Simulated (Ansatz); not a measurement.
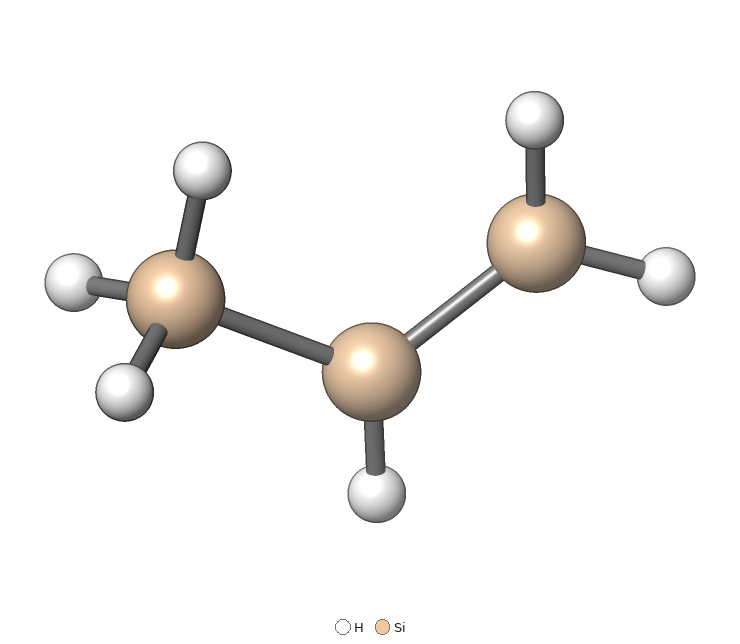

Computed geometry: PBE0-D4/def2-TZVP optimisation. Method: RKS PBE0-D4/def2-TZVP (Ansatz 0.2.0).

### Estimate the dipole moment.

0.06 D.

### What is the dispersion correction?

−19.0 kJ/mol.
